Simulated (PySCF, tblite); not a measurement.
# C2H9N2Si radical: geometry, infrared bands and EPR parameters

What infrared bands and EPR parameters should C2H9N2Si radical (`C[N][SiH2]NC`) show?

Programs: tblite 0.8.0 and PySCF 2.14.0, with density-fitted response routines of our own. Each step states its level of theory. These are calculated values for one molecule in the gas phase, unless marked as measured. Atoms are numbered from 0 throughout.

## (1) The molecule as given

14 atoms, charge 0, multiplicity 2; geometry from: force field or distance geometry start.

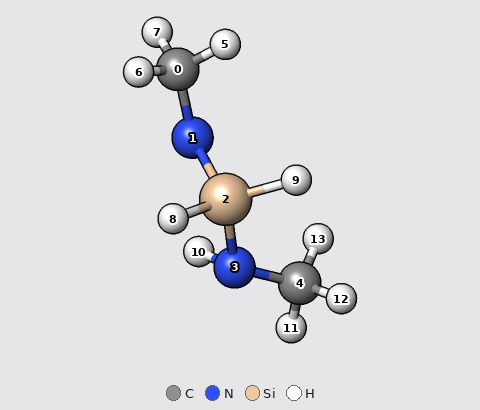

As it starts; carbon grey, nitrogen blue, silicon light orange, hydrogen white, atoms numbered.

## (2) Optimising the geometry with GFN2-xTB

What the job is given:

```
{"job": {"kind": "relax", "xc": "GFN2-xTB", "basis": "xTB"}, "charge": 0, "multiplicity": 2}
C      2.403200     0.279300     0.789700
N      1.088500    -0.350000     0.646500
Si     0.170300     0.238900    -0.694600
N     -1.216200    -0.728000    -0.477700
C     -2.396600    -0.295300     0.262500
H      2.330600     1.363100     0.965300
H      3.052600     0.122900    -0.077100
H      2.937700    -0.126400     1.657900
H      0.806400    -0.113700    -1.982400
H     -0.213100     1.666500    -0.543000
H     -0.794700    -1.494900     0.066800
H     -3.129100    -1.111900     0.298100
H     -2.883400     0.553500    -0.237000
H     -2.156900    -0.004600     1.283000
```

Command:

```bash
> OMP_NUM_THREADS=1 python probes_run.py task.json out
```

One launch serves the whole session: the jobs run in the order shown.

What it wrote:

```text
step      E/eV     max force
  0    -445.73864    2.497
  1    -445.86808    1.297
  2    -445.92648    0.804
  3    -445.97276    0.698
  4    -446.01363    0.521
  5    -446.04226    0.522
  6    -446.07025    0.481
  7    -446.09713    0.475
  8    -446.11984    0.415
  9    -446.13544    0.313
 10    -446.14636    0.302
 11    -446.15487    0.283
 12    -446.16375    0.338
 13    -446.17423    0.315
 14    -446.18342    0.233
 15    -446.18940    0.201
 16    -446.19325    0.146
 17    -446.19638    0.131
 18    -446.19913    0.123
 19    -446.20151    0.153
 20    -446.20365    0.144
 21    -446.20555    0.100
 22    -446.20689    0.122
 23    -446.20768    0.071
 24    -446.20828    0.062
 25    -446.20898    0.070
 26    -446.20989    0.086
 27    -446.21082    0.096
 28    -446.21184    0.096
 29    -446.21301    0.092
 30    -446.21442    0.096
 31    -446.21591    0.110
 32    -446.21734    0.120
 33    -446.21869    0.115
 34    -446.22021    0.124
 35    -446.22229    0.140
 36    -446.22501    0.126
 37    -446.22789    0.147
 38    -446.23062    0.134
 39    -446.23319    0.116
 40    -446.23528    0.098
 41    -446.23687    0.086
 42    -446.23811    0.074
 43    -446.23915    0.118
 44    -446.24028    0.111
 45    -446.24140    0.097
 46    -446.24277    0.066
 47    -446.24361    0.068
 48    -446.24494    0.070
 49    -446.24582    0.054
 50    -446.24630    0.047
 51    -446.24655    0.039
 52    -446.24676    0.036
 53    -446.24703    0.037
 54    -446.24735    0.042
 55    -446.24763    0.038
 56    -446.24795    0.053
 57    -446.24833    0.058
 58    -446.24878    0.058
 59    -446.24923    0.054
 60    -446.24960    0.045
 61    -446.24989    0.048
 62    -446.25016    0.052
 63    -446.25043    0.042
 64    -446.25061    0.031
 65    -446.25071    0.023
 66    -446.25080    0.023
 67    -446.25088    0.026
 68    -446.25099    0.028
 69    -446.25110    0.028
 70    -446.25122    0.027
 71    -446.25134    0.029
 72    -446.25146    0.031
 73    -446.25155    0.027
 74    -446.25164    0.024
 75    -446.25173    0.030
 76    -446.25180    0.026
 77    -446.25184    0.018
 78    -446.25189    0.023
 79    -446.25197    0.027
 80    -446.25208    0.032
 81    -446.25219    0.029
 82    -446.25226    0.023
 83    -446.25232    0.026
 84    -446.25241    0.033
 85    -446.25259    0.046
 86    -446.25292    0.064
 87    -446.25340    0.067
 88    -446.25398    0.069
 89    -446.25470    0.063
 90    -446.25557    0.093
 91    -446.25660    0.157
 92    -446.25764    0.157
 93    -446.25955    0.253
 94    -446.26217    0.085
 95    -446.26320    0.279
 96    -446.26646    0.133
 97    -446.26865    0.127
 98    -446.27426    0.303
 99    -446.27461    0.282
100    -446.28320    0.133
101    -446.28598    0.302
102    -446.29079    0.168
103    -446.29858    0.112
104    -446.30569    0.238
105    -446.30903    0.269
106    -446.30987    0.308
107    -446.31342    0.166
108    -446.31355    0.332
109    -446.31575    0.123
110    -446.31654    0.105
111    -446.31728    0.109
112    -446.31778    0.067
113    -446.31828    0.085
114    -446.31905    0.060
115    -446.31944    0.054
116    -446.31966    0.031
117    -446.31984    0.032
118    -446.32002    0.035
119    -446.32022    0.036
120    -446.32031    0.064
121    -446.32063    0.041
122    -446.32091    0.045
123    -446.32171    0.056
124    -446.32205    0.049
125    -446.32233    0.050
126    -446.32262    0.048
127    -446.32288    0.056
128    -446.32316    0.045
129    -446.32344    0.034
130    -446.32367    0.044
131    -446.32383    0.021
132    -446.32392    0.024
133    -446.32398    0.022
134    -446.32406    0.024
135    -446.32422    0.033
136    -446.32443    0.037
137    -446.32466    0.038
138    -446.32484    0.080
139    -446.32500    0.058
140    -446.32516    0.064
141    -446.32536    0.047
142    -446.32556    0.047
143    -446.32577    0.049
144    -446.32600    0.045
145    -446.32622    0.032
146    -446.32641    0.044
147    -446.32659    0.030
148    -446.32677    0.033
149    -446.32692    0.022
150    -446.32698    0.018
151    -446.32701    0.010
```

Run time: 0.74 s. Hardware: 1 thread of Arm Neoverse V2, shared host.

The steps of the relaxation: (not every step is listed)

| step | energy from step 0 (eV) | largest force (eV/Å) |
| --- | --- | --- |
| 0 | 0.0000 | 2.4967 |
| 1 | -0.1294 | 1.2975 |
| 2 | -0.1878 | 0.8037 |
| 3 | -0.2341 | 0.6979 |
| 4 | -0.2750 | 0.5210 |
| 5 | -0.3036 | 0.5218 |
| 6 | -0.3316 | 0.4806 |
| 7 | -0.3585 | 0.4745 |
| 8 | -0.3812 | 0.4147 |
| 21 | -0.4669 | 0.1002 |
| 34 | -0.4816 | 0.1244 |
| 47 | -0.5050 | 0.0685 |
| 60 | -0.5110 | 0.0450 |
| 73 | -0.5129 | 0.0269 |
| 86 | -0.5143 | 0.0644 |
| 99 | -0.5360 | 0.2820 |
| 112 | -0.5791 | 0.0674 |
| 125 | -0.5837 | 0.0500 |
| 138 | -0.5862 | 0.0799 |
| 146 | -0.5878 | 0.0437 |
| 147 | -0.5880 | 0.0303 |
| 148 | -0.5881 | 0.0327 |
| 149 | -0.5883 | 0.0220 |
| 150 | -0.5883 | 0.0185 |
| 151 | -0.5884 | 0.0095 |

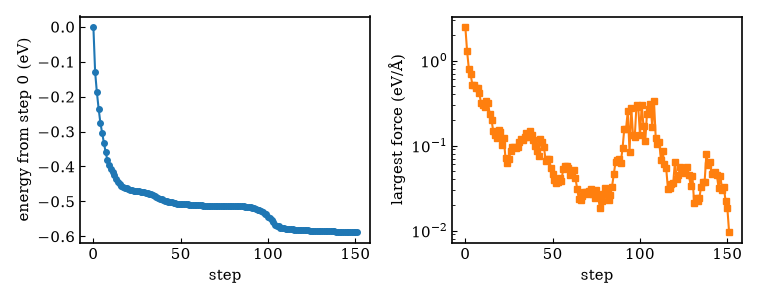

Energy and force, step by step.

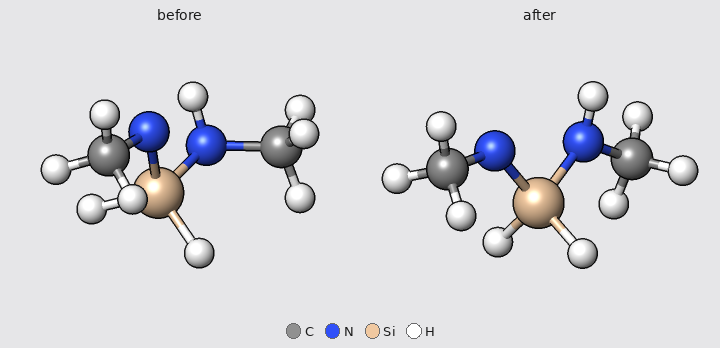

The geometry before (left) and after (right).

Close pairs (by a distance rule), those that changed most:

| bond | before (Å) | after (Å) | change (Å) |
| --- | --- | --- | --- |
| C0–N1 | 1.465 | 1.394 | -0.070 |
| N1–Si2 | 1.729 | 1.689 | -0.039 |
| N3–C4 | 1.459 | 1.428 | -0.031 |
| N3–H10 | 1.031 | 1.008 | -0.023 |
| Si2–N3 | 1.704 | 1.726 | +0.022 |
| C4–H13 | 1.088 | 1.098 | +0.010 |
| C4–H12 | 1.099 | 1.088 | -0.010 |
| Si2–H9 | 1.486 | 1.480 | -0.006 |

The next job starts from the end point, and lists it.

## (3) Vibrational analysis with GFN2-xTB

What the job is given:

```
{"job": {"kind": "ir", "xc": "GFN2-xTB", "basis": "xTB"}, "charge": 0, "multiplicity": 2}
C      2.721854     0.204075     0.585850
N      1.396664    -0.228961     0.580466
Si     0.066126     0.478347    -0.183387
N     -1.152019    -0.663079     0.256087
C     -2.526246    -0.508894    -0.100171
H      2.828598     1.294286     0.655897
H      3.218434    -0.099142    -0.346316
H      3.261616    -0.267998     1.413263
H      0.088427     0.522667    -1.655590
H     -0.206880     1.860737     0.268401
H     -1.012272    -1.199192     1.097588
H     -3.032176    -1.476870    -0.124566
H     -2.583119    -0.056979    -1.088735
H     -3.069683     0.140530     0.599135
```

What it wrote:

```text
mode    cm-1     km/mol
  1      24.4      3.07
  2      64.0      4.15
  3     112.8      7.70
  4     138.8      5.24
  5     162.8      2.44
  6     245.1      9.71
  7     297.5      4.43
  8     443.7     83.62
  9     461.0    119.55
 10     575.2     20.18
 11     689.8     17.05
 12     781.6     38.62
 13     810.6     17.15
 14     851.7    208.43
 15     965.8     15.78
 16    1062.4     33.35
 17    1092.2     16.12
 18    1102.7      4.39
 19    1160.9      9.26
 20    1260.5     55.18
 21    1338.9      0.09
 22    1378.3      4.13
 23    1420.0      9.08
 24    1426.8     11.67
 25    1447.1     21.70
 26    1486.5      4.29
 27    1496.9      2.89
 28    2072.5    417.18
 29    2158.5    178.40
 30    2847.8     32.75
 31    2875.1     88.98
 32    2877.7     39.17
 33    2930.2     33.64
 34    2964.0     54.88
 35    3021.2     28.34
 36    3465.4      3.60
```

Run time: 0.33 s. Hardware: 1 thread of Arm Neoverse V2, shared host.

Which atoms move in the most intense modes:

| cm⁻¹ | km/mol | atoms |
| --- | --- | --- |
| 444 | 83.6 | H10 61 %, H9 14 %, N3 13 % |
| 461 | 119.5 | H8 42 %, H9 28 %, Si2 14 % |
| 852 | 208.4 | H8 46 %, H9 43 % |
| 1260 | 55.2 | N1 53 %, C0 30 % |
| 2072 | 417.2 | H9 81 %, H8 15 % |
| 2158 | 178.4 | H8 82 %, H9 16 % |
| 2875 | 89.0 | H13 84 % |
| 2964 | 54.9 | H11 91 % |

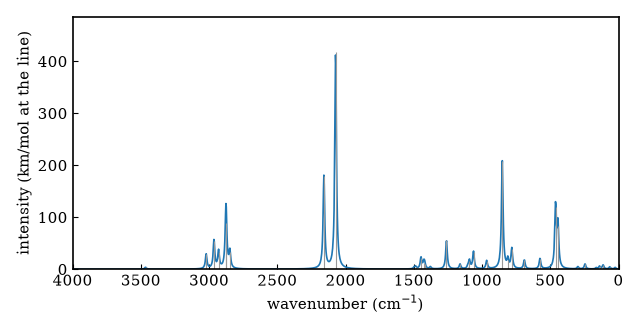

The infrared spectrum from these modes, unscaled. Lines are broadened to a width of 14 cm⁻¹ (Lorentzian).

## (4) g tensor and hyperfine couplings: B3LYP/pcH-1

The job, as its differences from that of step 3:

```diff
@@ -1,2 +1,2 @@
-{"job": {"kind": "ir", "xc": "GFN2-xTB", "basis": "xTB"}, "charge": 0, "multiplicity": 2}
+{"job": {"kind": "epr", "basis": "pcH-1"}, "charge": 0, "multiplicity": 2}
 C      2.721854     0.204075     0.585850
```

With the program's defaults for keys left out, this is: UKS B3LYP, pcH-1 on C H N Si, non-relativistic, mean-field spin-orbit, GIAO.

What it wrote:

```text
UKS, coarse grid
  cycle   1  E = -480.54987905  |g| = 3.72e-01
  cycle   2  E = -480.47975223  |g| = 5.45e-01
  cycle   3  E = -480.61302765  |g| = 6.92e-02
  cycle   4  E = -480.61456349  |g| = 3.84e-02
  cycle   5  E = -480.61521625  |g| = 1.16e-02
  cycle   6  E = -480.61528036  |g| = 4.43e-03
  cycle   7  E = -480.61529141  |g| = 1.46e-03
  cycle   8  E = -480.61529453  |g| = 5.17e-04
UKS, final grid
  cycle   1  E = -480.61523383  |g| = 4.95e-04
  cycle   2  E = -480.61523423  |g| = 6.46e-04
  cycle   3  E = -480.61523451  |g| = 2.20e-04
  cycle   4  E = -480.61523477  |g| = 1.79e-04
  cycle   5  E = -480.61523509  |g| = 6.70e-05
  cycle   6  E = -480.61523510  |g| = 2.39e-05
E = -480.61523510 Eh   <S^2> = 0.7536 (exact 0.7500)
g shifts (ppm)      1          2          3
  rmc          -193       -193       -193
  gc             -9         41         35
  oz_so          67       1901       9867
  total        -135       1749       9708
hyperfine (MHz)  atom isotope    a_iso     a_fc   dipolar eigenvalues
    0   13C     -32.86     -32.92     -4.89      1.49      3.41
    1   14N      28.47      28.25    -39.85    -38.60     78.45
    2  29Si      39.89      39.96     -2.01      0.27      1.73
    3   14N       0.10       0.10     -1.96     -1.37      3.33
    4   13C      -2.34      -2.34     -0.43      0.01      0.42
    5    1H      90.37      90.36     -5.96     -3.81      9.77
    6    1H     199.17     199.16     -7.08     -3.68     10.76
    7    1H      17.48      17.45     -5.52     -4.59     10.11
    8    1H      49.58      49.58     -3.49     -2.20      5.69
    9    1H      42.59      42.59     -3.71     -2.12      5.83
   10    1H      -2.06      -2.07     -3.64     -1.17      4.82
   11    1H       2.95       2.95     -0.92     -0.82      1.73
   12    1H       1.59       1.58     -1.11     -0.86      1.97
   13    1H       9.94       9.94     -1.01     -0.76      1.77
```

Wall time 48 s (1 thread of Arm Neoverse V2, shared host); peak memory 0.77 GiB.

Principal g values 2.00218, 2.00407, 2.01203; g(iso) = 2.00609, against 2.00232 for a free electron.

Hyperfine couplings; where a row names several nuclei, a(iso) is their mean (it holds for fast rotation or exchange) and the dipolar term the largest among them:

| nuclei | isotope | a(iso) (MHz) | a(iso) (G, at g = 2.0023) | largest dipolar term (MHz) |
| --- | --- | --- | --- | --- |
| H5, H6, H7 | 1H | 102.3 | 36.5 | 10.8 |
| H8, H9 | 1H | 46.1 | 16.4 | 5.8 |
| Si2 | 29Si | 39.9 | 14.2 | -2.0 |
| C0 | 13C | -32.9 | -11.7 | -4.9 |
| N1 | 14N | 28.5 | 10.2 | 78.5 |
| H11, H12, H13 | 1H | 4.8 | 1.7 | 2.0 |
| C4 | 13C | -2.3 | -0.8 | -0.4 |
| H10 | 1H | -2.1 | -0.7 | 4.8 |
| N3 | 14N | 0.1 | 0.0 | 3.3 |

Mulliken spin populations:

C0 -0.07; N1 0.88; Si2 -0.03; N3 0.03; C4 0.00; H5 0.04; H6 0.08; H7 0.01; H8 0.03; H9 0.02; H10 0.00; H11 0.00; H12 0.00; H13 0.00

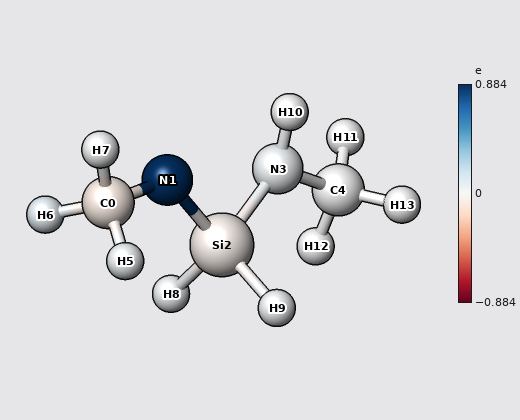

Mulliken spin populations, as colours on the atoms.

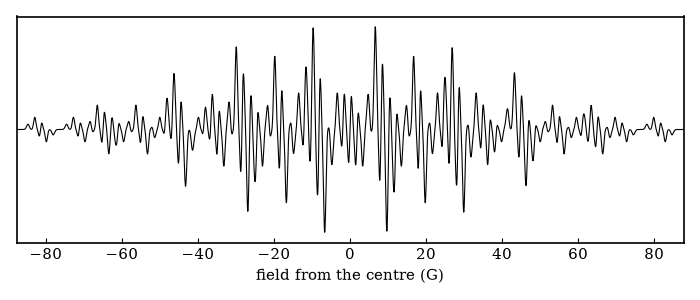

First-order isotropic spectrum (first derivative, main isotopes with spin only, couplings over 0.8 MHz, Gaussian width 0.4 G; couplings of the frozen geometry, rotation of groups not averaged beyond the rows shown).

Orbitals, density, ELF and potential are computed afterwards from the orbital file.

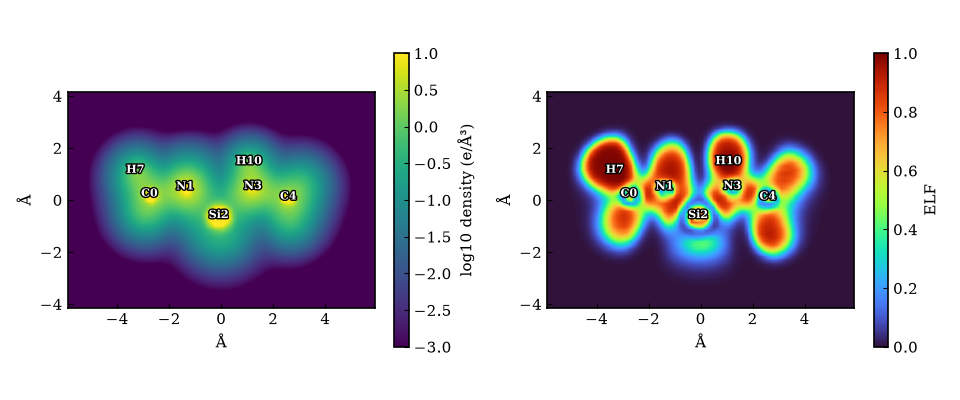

Density (left) and ELF (right) in a plane through or near 7 of the atoms.

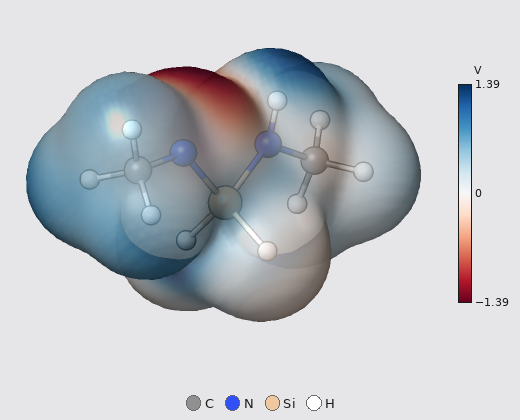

The potential that a unit positive charge feels on the 0.002 e/bohr³ surface, from -1.39 V near N1 to 1.17 V near H10.

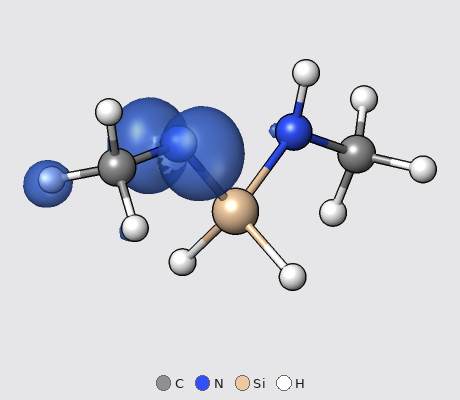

Spin density at ±0.07 e/Å³ (alpha excess blue, beta excess red).

## (5) What came out

```
                                 quantity                        value
strongest single infrared mode (GFN2-xTB)        2072 cm⁻¹, 417 km/mol
             zero-point energy (GFN2-xTB)                67.9 kcal/mol
                           g(iso) (B3LYP)                      2.00609
                                     ⟨S²⟩           0.754 (exact 0.75)
       largest a(iso) (averaged by class)  1H on H5, H6, H7, 102.3 MHz
    surface potential, least and greatest           -1.39 V and 1.17 V
```

**Reading.** Relaxing lowered the energy by 0.588 eV in 151 steps; the close pair that moved most is C0–N1, from 1.465 to 1.394 Å. All 36 modes are real, so the xTB geometry is a minimum. The strongest single mode, at 2072 cm⁻¹, moves mainly H9. Unscaled tight-binding wavenumbers are off by several per cent, some by more. Its intensities can rank the bands wrongly. N1 carries the largest spin population, 0.88 e. The isotropic g lies 3.8 ppt above the free-electron value.
